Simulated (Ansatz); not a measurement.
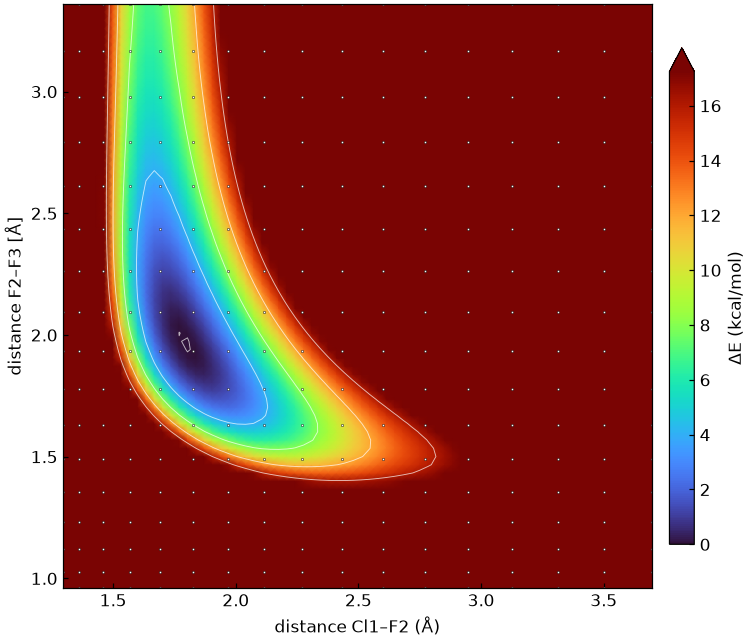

The system Cl⁻ + F₂. First axis: distance Cl1–F2. Second axis: distance F2–F3. Nothing is relaxed (the angle Cl1–F2–F3 is fixed at 180 degrees). The grid has 17 × 17 points. Energies are in kcal/mol, from the lowest grid point. The reference is spin-restricted, so regions where a bond is pulled apart into radicals lie too high. All numbers below come from RKS PBE0-D4/def2-TZVPD (Ansatz).

The picture shows a smooth colour map with a few white contour lines, dots at the grid points, one colour for all values above the top of the scale. Between grid points the surface is interpolated.

Estimate the position of the minimum and the force constants in these coordinates.

Answer. The interpolated minimum is at distance Cl1–F2 ≈ 1.795 Å, distance F2–F3 ≈ 1.968 Å. The curvatures there are about 11 eV/Å² and 3.8 eV/Å², with a cross term of about 4.4 eV/Å². Round the minimum the valley is strongly tilted: raising distance Cl1–F2 shifts the best value of distance F2–F3 downwards (coupling k₁₂/√(k₁₁k₂₂) about 0.7). (1 eV is 23.1 kcal/mol.)
